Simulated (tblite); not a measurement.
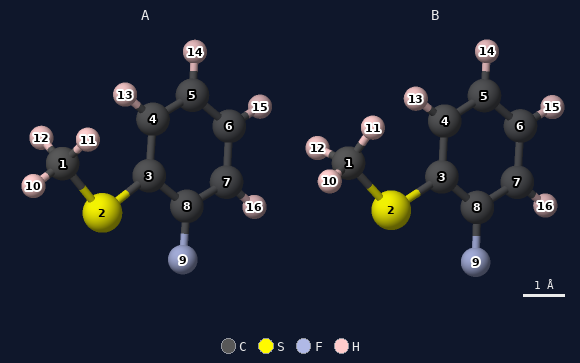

Two geometries of C7H7FS (charge +1, multiplicity 2), drawn at one scale. One is the start of a relaxation, the other its converged end. Style: ball-and-stick. Shown from a free direction.

Method: GFN2-xTB geometry optimisation, gas phase in tblite 0.8.0. 

Which one is relaxed?

Structure A is the relaxed one. Over 52 geometry steps the energy falls by 32.2 kJ/mol. The atom that moves furthest after the best rigid fit is H12 (0.43 Å). Largest moves by element: H 0.43 Å, F 0.18 Å, C 0.11 Å, S 0.07 Å. Near-neighbour distances that change, for instance: S2–C3 1.783 → 1.732 Å, C3–C8 1.377 → 1.420 Å, C1–H11 1.128 → 1.088 Å, C8–F9 1.358 → 1.326 Å. Among the angles between lasting bonds that change: S2–C3–C4 118.6° → 126.4°, C1–S2–C3 112.3° → 104.9°, S2–C1–H10 112.5° → 106.3°. Groups turn about C1–S2 by about 20°.
